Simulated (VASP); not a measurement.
Band structure of Pr (relaxed from the simple-cubic structure, space group Pm-3m). Method: PBEsol GGA, VASP's PBE PAW potentials (set 64) (plane waves; VASP).

The 4f electrons are frozen in the core of the lanthanide potential, so 4f levels, which can set the real gap, and their magnetism are missing.

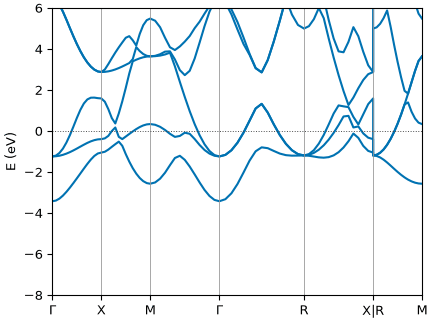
Fig. 1. Bands along high-symmetry lines, zero at the valence-band maximum or, without a gap, the Fermi level

Read the plot: is there a gap, and where are the band edges?

It has no gap at this level: it comes out as a metal or semimetal. (Edges off the drawn lines would not show.)

The structure was generated: Pr was put into the simple-cubic type (Pm-3m), which need not be its known phase. It was relaxed first, which changed the volume by -11 %.
